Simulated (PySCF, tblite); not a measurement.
# C₅H₇FO₃: a rotation path, then NMR shifts on frames

Aim: move C₅H₇FO₃ (`CC(=O)O[C@@H]1CO[C@@H]1F`) away from its starting geometry and see how NMR shifts follow the geometry.

The runs use tblite 0.8.0 and PySCF 2.14.0, with density-fitted response routines of our own; the level of theory stands in each step. All values are computed, except where a source is named. Atoms count from 0, in the outputs and in this text.

### 1 Starting geometry

16 atoms, charge 0, multiplicity 1; geometry from: GFN2-xTB.

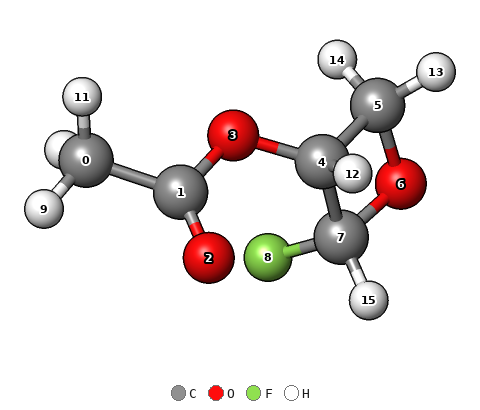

The starting geometry (carbon grey, oxygen red, fluorine green, hydrogen white), atoms numbered.

### 2 The rotation path with GFN2-xTB

The job: settings as JSON, then the geometry in Å.

```
{"job": {"kind": "neb", "xc": "GFN2-xTB", "basis": "xTB", "atoms": [5, 4, 3, 1], "turn": 120}, "charge": 0, "multiplicity": 1}
C      2.689061    -0.366534    -0.291403
C      1.450720     0.327516     0.190341
O      1.360079     1.471539     0.537399
O      0.398970    -0.524318     0.203891
C     -0.830605     0.043017     0.570816
C     -2.045247    -0.865718     0.364056
O     -2.665881     0.132571    -0.459575
C     -1.517250     0.924160    -0.495077
F     -0.893128     0.846574    -1.707124
H      3.501027     0.349364    -0.370128
H      2.492547    -0.821658    -1.258756
H      2.956062    -1.155932     0.407646
H     -0.762035     0.529881     1.547809
H     -2.642984    -1.097956     1.244900
H     -1.813034    -1.770070    -0.202279
H     -1.685901     1.986507    -0.293927
```

Method: GFN2-xTB climbing-image nudged elastic band, gas phase.

Run with:

```console
> OMP_NUM_THREADS=1 python probes_run.py task.json out
```

This one command runs all jobs of the session in turn.

What it wrote:

```text
image   E - E0 / eV
  0      -0.0000
  1       0.0028
  2       0.0091
  3       0.0168
  4       0.0264
  5       0.0368
  6       0.0448
  7       0.0482
  8       0.0476
```

Run time: 1.8 s. Hardware: 1 thread of Intel Xeon 6975P-C, shared host; peak memory 0.18 GiB.

The final band, with the dihedral C5–C4–O3–C1:

```csv
image,dihedral (°),energy (eV),energy (kcal/mol)
0,170,0.000,0.0
1,186,0.003,0.1
2,202,0.009,0.2
3,218,0.017,0.4
4,234,0.026,0.6
5,250,0.037,0.8
6,266,0.045,1.0
7,280,0.048,1.1
8,292,0.048,1.1
```

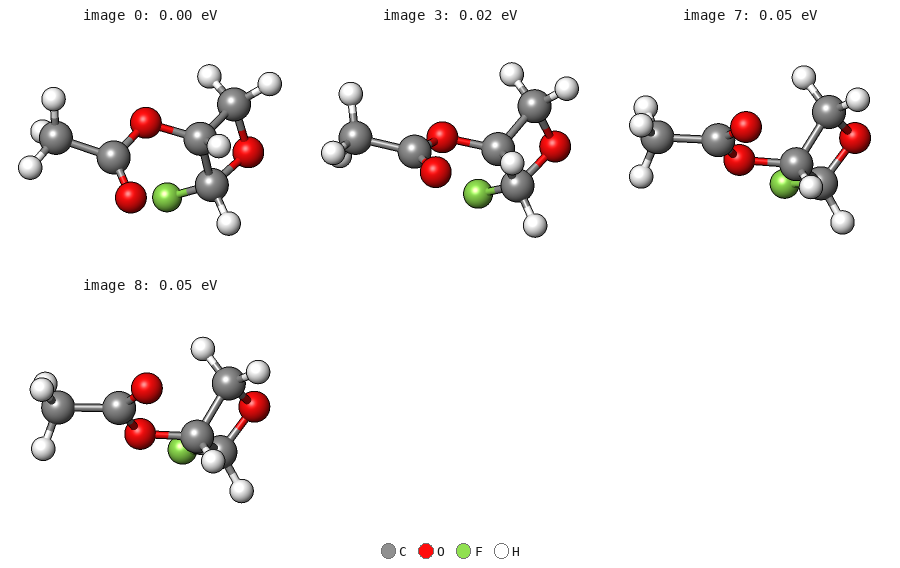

Images along the band.

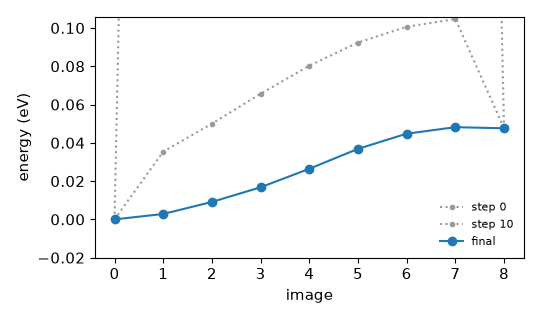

Energy along the band, early and final.

### 3 Nuclear shieldings: image 0, PBE0/pcSseg-1

The job: settings as JSON, then the geometry in Å.

```
{"job": {"kind": "nmr", "xc": "PBE0", "basis": "pcSseg-1", "pop": false}, "charge": 0, "multiplicity": 1}
C      2.689100    -0.366500    -0.291400
C      1.450700     0.327500     0.190300
O      1.360100     1.471500     0.537400
O      0.399000    -0.524300     0.203900
C     -0.830600     0.043000     0.570800
C     -2.045200    -0.865700     0.364100
O     -2.665900     0.132600    -0.459600
C     -1.517200     0.924200    -0.495100
F     -0.893100     0.846600    -1.707100
H      3.501000     0.349400    -0.370100
H      2.492500    -0.821700    -1.258800
H      2.956100    -1.155900     0.407600
H     -0.762000     0.529900     1.547800
H     -2.643000    -1.098000     1.244900
H     -1.813000    -1.770100    -0.202300
H     -1.685900     1.986500    -0.293900
```

With the program's defaults for keys left out, this is: GIAO PBE0/pcSseg-1 NMR shielding, non-relativistic, gas phase.

What it wrote:

```text
coarse grid: 14120 points
cycle   1  E = -519.3213829873  dE =  1.644e+00  |g| = 1.098e+00  |ddm| = 3.540e+00
cycle   2  E = -518.9215880729  dE =  3.998e-01  |g| = 1.855e+00  |ddm| = 1.792e+00
cycle   3  E = -519.5208604897  dE = -5.993e-01  |g| = 2.874e-01  |ddm| = 1.270e+00
cycle   4  E = -519.5348412067  dE = -1.398e-02  |g| = 9.870e-02  |ddm| = 2.393e-01
cycle   5  E = -519.5364007078  dE = -1.560e-03  |g| = 2.063e-02  |ddm| = 6.089e-02
cycle   6  E = -519.5364900550  dE = -8.935e-05  |g| = 5.456e-03  |ddm| = 1.604e-02
cycle   7  E = -519.5364953459  dE = -5.291e-06  |g| = 1.784e-03  |ddm| = 4.155e-03
final grid: 138872 points
cycle   8  E = -519.6291641299  dE = -2.335e-05  |g| = 1.701e-02  |ddm| = 2.830e-02
cycle   9  E = -519.6290882196  dE =  7.591e-05  |g| = 2.691e-02  |ddm| = 2.348e-02
cycle  10  E = -519.6292137440  dE = -1.255e-04  |g| = 2.429e-03  |ddm| = 1.513e-02
cycle  11  E = -519.6292147840  dE = -1.040e-06  |g| = 4.594e-04  |ddm| = 1.633e-03
cycle  12  E = -519.6292148166  dE = -3.259e-08  |g| = 1.824e-04  |ddm| = 4.157e-04
cycle  13  E = -519.6292148233  dE = -6.729e-09  |g| = 3.950e-05  |ddm| = 1.483e-04
cycle  14  E = -519.6292148236  dE = -2.165e-10  |g| = 1.743e-05  |ddm| = 3.435e-05
converged SCF energy = -519.6292148236

GIAO shielding tensors (ppm)
atom      isotropic    diamagn.    paramagn.     s11        s22        s33       span
  0 C      164.404     248.319     -83.915    143.623    155.187    194.402     50.779
  1 C       10.634     250.972    -240.338    -93.963     54.573     71.292    165.255
  2 O     -122.115     404.168    -526.284   -403.012   -244.274    280.940    683.953
  3 O      119.487     403.150    -283.662    -63.180    171.174    250.468    313.648
  4 C      115.707     243.630    -127.923     90.820    117.315    138.988     48.168
  5 C      109.992     249.482    -139.490     82.017     90.072    157.888     75.872
  6 O      250.215     398.832    -148.618    155.935    261.104    333.604    177.669
  7 C       68.167     244.902    -176.736     45.306     76.817     82.377     37.071
  8 F      317.823     477.607    -159.784    224.500    319.666    409.303    184.803
  9 H       29.811      27.010       2.801     25.757     28.064     35.612      9.854
 10 H       29.334      29.176       0.159     25.336     28.891     33.776      8.441
 11 H       29.427      27.931       1.496     25.844     28.141     34.298      8.454
 12 H       26.469      31.372      -4.902     22.626     26.506     30.276      7.650
 13 H       26.758      29.056      -2.298     24.157     25.268     30.849      6.692
 14 H       26.627      30.419      -3.793     23.692     25.601     30.587      6.896
 15 H       25.551      29.783      -4.232     22.402     25.451     28.800      6.397
```

Run time: 24 s. Hardware: 1 thread of Intel Xeon 6975P-C, shared host; peak memory 0.84 GiB.

The references, computed at this level on geometries of the same kind, shield at (ppm): 1H TMS 31.72, 13C TMS 186.9, 19F CFCl3 170.9, 17O H2O 336.1. Their shielding less the atom's gives the shift. The references are single molecules in the gas phase, so shifts against H2O, NH3, PH3, H3PO4 or CFCl3 are not on the usual liquid scales and can be off by tens of ppm. Each atom is listed at this fixed geometry, with no averaging over motion; a spectrum would average atoms that exchange fast.

```
atoms                                  environment  σ (ppm)  δ (ppm)
   C1                        ester carbonyl carbon     10.6    176.3
   C7                     sp3 CH bonded to F and O     68.2    118.8
   C5                          sp3 CH2 bonded to O    110.0     76.9
   C4                           sp3 CH bonded to O    115.7     71.2
   C0                methyl carbon α to a carbonyl    164.4     22.5
  H15      hydrogen on an sp3 CH bonded to F and O    25.55     6.17
  H12            hydrogen on an sp3 CH bonded to O    26.47     5.25
  H14           hydrogen on an sp3 CH2 bonded to O    26.63     5.09
  H13           hydrogen on an sp3 CH2 bonded to O    26.76     4.96
  H10  hydrogen on a methyl carbon α to a carbonyl    29.33     2.38
  H11  hydrogen on a methyl carbon α to a carbonyl    29.43     2.29
   H9  hydrogen on a methyl carbon α to a carbonyl    29.81     1.91
   O2                        ester carbonyl oxygen   -122.1    458.2
   O3                          ester alkoxy oxygen    119.5    216.6
   O6                                 ether oxygen    250.2     85.9
   F8                    fluorine on an sp3 carbon    317.8   -146.9
```

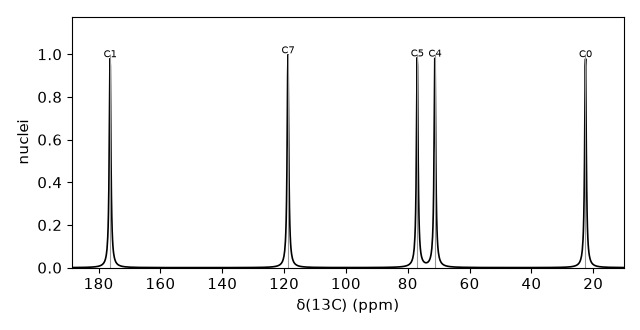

13C lines at the computed shifts, without couplings. Lines are broadened to a width of 0.62 ppm (Lorentzian).

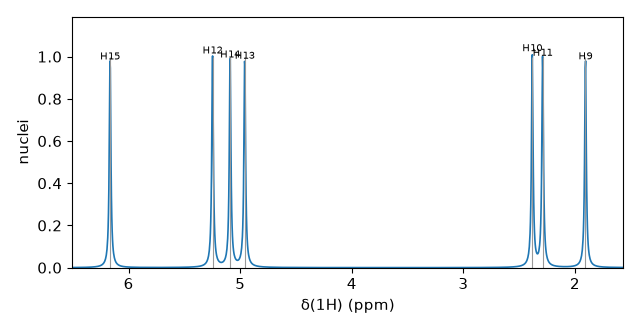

1H lines at the computed shifts, without couplings. Lines are broadened to a width of 0.02 ppm (Lorentzian).

Ring of atoms C4, C5, O6, C7: NICS(0) -0.3, NICS(1) 0.1, NICS(1)zz 3.6 ppm (means of both faces; NICS(1) differs between them: -1.0 and 1.3).

The two faces differ (NICS(1)zz 6.8 and 0.5 ppm).

The fields below are evaluated on a grid from the run's orbitals.

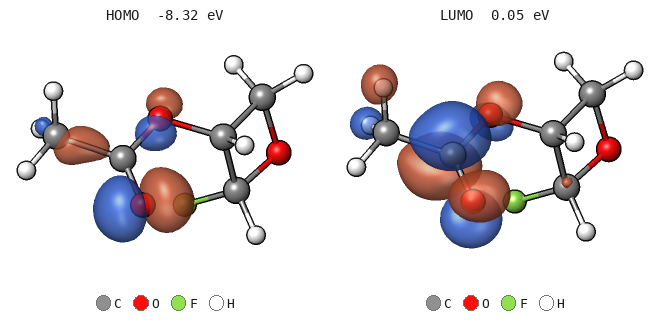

PBE0/pcSseg-1 orbitals near the gap, drawn at the value that encloses 70 % of each; the two colours are the two signs.

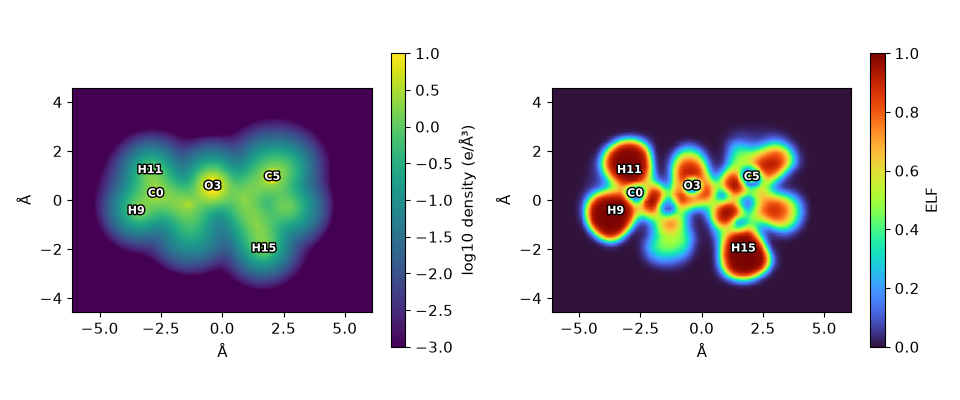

Density (left) and ELF (right) in a plane through or near 6 of the atoms.

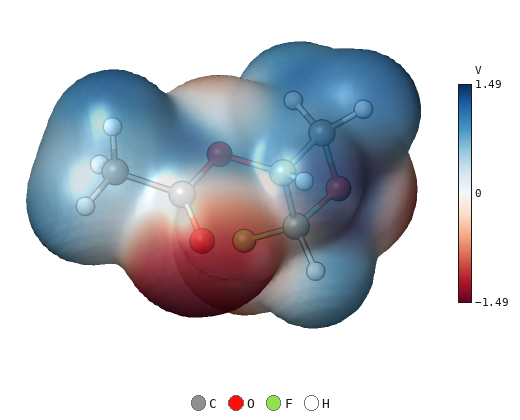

The potential that a unit positive charge feels on the 0.002 e/bohr³ surface, from the 1st to the 99th percentile, from -1.49 V near O2 to 1.17 V near H12.

### 4 Shielding tensors: image 3, PBE0/pcSseg-1

The job: settings as JSON, then the geometry in Å.

```
{"job": {"kind": "nmr", "xc": "PBE0", "basis": "pcSseg-1", "pop": false}, "charge": 0, "multiplicity": 1}
C      2.748900    -0.379300    -0.260900
C      1.545500     0.220300     0.402700
O      1.555600     1.024300     1.292500
O      0.408100    -0.276400    -0.134500
C     -0.811500     0.218400     0.350400
C     -1.948000    -0.805200     0.490400
O     -2.789100     0.003300    -0.345900
C     -1.749400     0.864700    -0.693100
F     -1.333400     0.664200    -1.978000
H      3.649000     0.095700     0.117300
H      2.673100    -0.245300    -1.336400
H      2.781300    -1.446600    -0.056400
H     -0.642300     0.846600     1.230200
H     -2.371100    -0.933100     1.486400
H     -1.724900    -1.771700     0.032500
H     -1.999400     1.929100    -0.608500
```

Level: GIAO PBE0/pcSseg-1 NMR shielding, non-relativistic, gas phase.

What it wrote:

```text
coarse grid: 14120 points
cycle   1  E = -519.3191585120  dE =  1.637e+00  |g| = 1.100e+00  |ddm| = 3.529e+00
cycle   2  E = -518.9036885195  dE =  4.155e-01  |g| = 1.878e+00  |ddm| = 1.850e+00
cycle   3  E = -519.5182443654  dE = -6.146e-01  |g| = 2.981e-01  |ddm| = 1.320e+00
cycle   4  E = -519.5334395178  dE = -1.520e-02  |g| = 9.993e-02  |ddm| = 2.468e-01
cycle   5  E = -519.5350291400  dE = -1.590e-03  |g| = 2.071e-02  |ddm| = 5.988e-02
cycle   6  E = -519.5351190851  dE = -8.995e-05  |g| = 5.561e-03  |ddm| = 1.609e-02
cycle   7  E = -519.5351247860  dE = -5.701e-06  |g| = 1.636e-03  |ddm| = 4.140e-03
final grid: 138872 points
cycle   8  E = -519.6274309874  dE = -2.497e-05  |g| = 1.677e-02  |ddm| = 2.944e-02
cycle   9  E = -519.6273572958  dE =  7.369e-05  |g| = 2.648e-02  |ddm| = 2.354e-02
cycle  10  E = -519.6274791563  dE = -1.219e-04  |g| = 2.540e-03  |ddm| = 1.532e-02
cycle  11  E = -519.6274802964  dE = -1.140e-06  |g| = 4.575e-04  |ddm| = 1.698e-03
cycle  12  E = -519.6274803287  dE = -3.228e-08  |g| = 1.763e-04  |ddm| = 4.113e-04
cycle  13  E = -519.6274803351  dE = -6.386e-09  |g| = 3.597e-05  |ddm| = 1.442e-04
cycle  14  E = -519.6274803352  dE = -1.767e-10  |g| = 1.635e-05  |ddm| = 3.251e-05
converged SCF energy = -519.6274803352

GIAO shielding tensors (ppm)
atom      isotropic    diamagn.    paramagn.     s11        s22        s33       span
  0 C      164.322     248.442     -84.120    143.133    155.792    194.041     50.908
  1 C       11.769     249.705    -237.937    -95.472     59.113     71.665    167.138
  2 O     -105.972     403.086    -509.058   -395.263   -218.791    296.138    691.400
  3 O      121.462     403.072    -281.609    -64.767    198.198    230.957    295.725
  4 C      120.954     241.961    -121.007     85.921    132.474    144.468     58.547
  5 C      107.558     250.189    -142.631     76.160     89.743    156.771     80.611
  6 O      248.392     399.179    -150.787    151.916    263.430    329.830    177.914
  7 C       66.863     245.009    -178.146     44.211     76.030     80.348     36.137
  8 F      314.397     475.417    -161.021    221.739    317.414    404.037    182.298
  9 H       29.766      26.672       3.094     25.481     28.155     35.661     10.180
 10 H       29.388      29.023       0.365     25.228     29.032     33.905      8.677
 11 H       29.420      28.401       1.020     25.798     28.311     34.152      8.354
 12 H       25.404      31.407      -6.003     20.963     26.807     28.443      7.481
 13 H       26.741      29.778      -3.037     24.128     25.590     30.506      6.378
 14 H       26.656      30.668      -4.012     23.778     25.826     30.365      6.587
 15 H       25.625      29.271      -3.646     22.062     25.891     28.922      6.860
```

Run time: 18 s. Hardware: 1 thread of Intel Xeon 6975P-C, shared host; peak memory 0.85 GiB.

Key values: δ C1 175.2, C7 120.1, C5 79.4, C4 66.0, H12 6.31, H15 6.09 ppm.

(Part 1 of 2 ends here.)
